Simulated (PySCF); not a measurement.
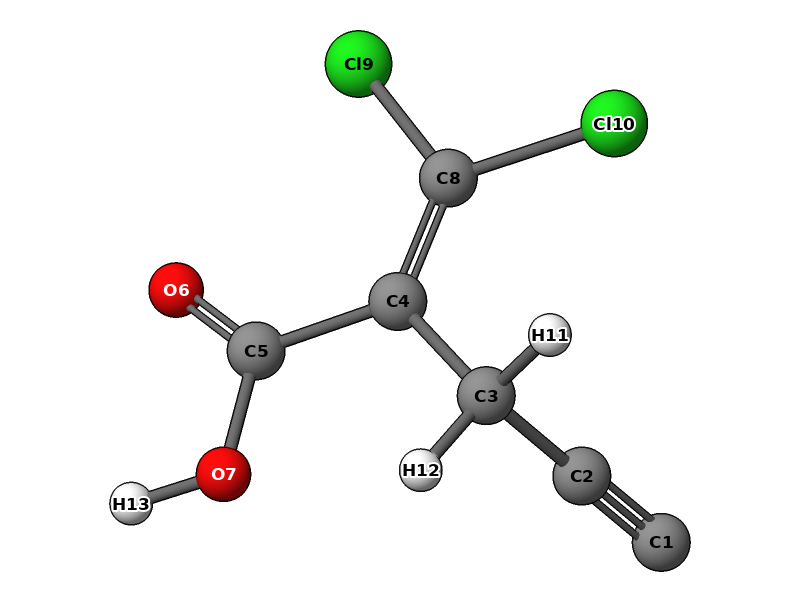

The questions are on Mulliken spin populations. The species is neutral and a spin doublet. The geometry was computed by an optimisation with GFN2-xTB. No frequency run is at hand to confirm it as a minimum. Method: UKS B3LYP, pcH-1 on C Cl H O, non-relativistic (PySCF 2.14.0).

Which atom carries the largest spin population?

C1 (1.15 e).

Which atom has the lowest spin population?

C2 (−0.19 e); a negative value comes from spin polarisation.

List the Mulliken spin populations.

| atom | value (e) |
| --- | --- |
| C1 | 1.15 |
| C2 | −0.19 |
| C3 | 0.04 |
| C4 | 0.00 |
| C5 | 0.00 |
| O6 | 0.00 |
| O7 | 0.00 |
| C8 | 0.01 |
| Cl9 | 0.00 |
| Cl10 | 0.00 |
| H11 | −0.01 |
| H12 | −0.01 |
| H13 | 0.00 |

Mulliken values depend strongly on the basis set.
